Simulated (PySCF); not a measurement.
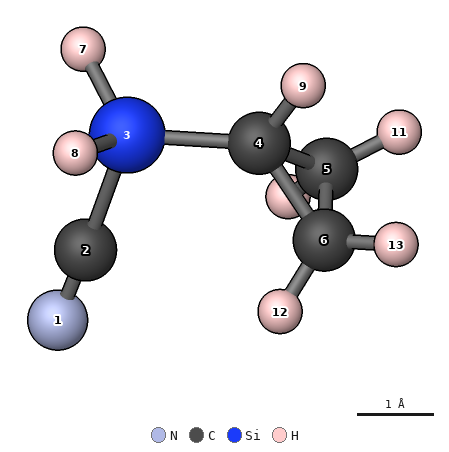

C4H7NSi, before the relaxation. Style: ball-and-stick. Shown at a tilt.

The start comes from GFN2-xTB. Its atoms were then displaced at random by about 0.03 Å.

Method: PBE0-D3(BJ)/def2-SVP geometry optimisation, gas phase (PySCF).

```xyz
13

N     2.5366    1.7636   -0.1531
C     1.9681    0.8090   -0.3623
Si    1.1020   -0.8400   -0.6625
C    -0.4645   -0.6792    0.0850
C    -1.3635    0.5680   -0.0760
C    -0.8363    0.2070    1.2843
H     1.1563   -1.0530   -2.0851
H     2.0233   -1.8076    0.0569
H    -1.1613   -1.5785    0.1189
H    -0.9029    1.4201   -0.5145
H    -2.4442    0.5008   -0.1937
H     0.0128    0.7670    1.7207
H    -1.6046   -0.1283    2.0109
```

Q: Where does the relaxation end?

A: The atom that moves furthest after the best rigid fit is C4 (0.097 Å). Largest moves by element: C 0.097 Å, N 0.089 Å, H 0.085 Å, Si 0.061 Å. Among the contacts that change: Si3–C4 1.743 → 1.856 Å, Si3–H7 1.440 → 1.490 Å, C4–H9 1.138 → 1.097 Å, C4–C5 1.546 → 1.511 Å. Among the angles between lasting bonds that change: C5–C4–H9 106.5° → 115.7°, Si3–C4–C6 127.2° → 121.3°, Si3–C4–H9 119.3° → 113.5°. The energy falls by 47.9 kJ/mol in 6 geometry steps.

Step by step:

```json
{"step": "0", "E − E(0), kJ/mol": "0.00"}
{"step": "1", "E − E(0), kJ/mol": "-43.90"}
{"step": "2", "E − E(0), kJ/mol": "-47.04"}
{"step": "3", "E − E(0), kJ/mol": "-47.64"}
{"step": "4", "E − E(0), kJ/mol": "-47.83"}
{"step": "5", "E − E(0), kJ/mol": "-47.90"}
{"step": "6", "E − E(0), kJ/mol": "-47.93"}
```

Final geometry:

```xyz
13

N     2.4904    1.8374   -0.1717
C     1.9951    0.8052   -0.3568
Si    1.1434   -0.8345   -0.6180
C    -0.5604   -0.6792    0.1013
C    -1.3525    0.5992   -0.0412
C    -0.8294    0.2028    1.2978
H     1.1431   -1.0840   -2.0873
H     1.9797   -1.8615    0.0652
H    -1.1421   -1.6077    0.0545
H    -0.8842    1.4516   -0.5433
H    -2.4249    0.5051   -0.2310
H     0.0005    0.7813    1.7156
H    -1.5370   -0.1668    2.0445
```

After the run, drawn alike:

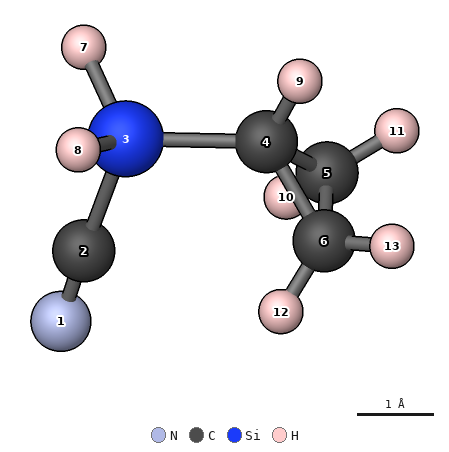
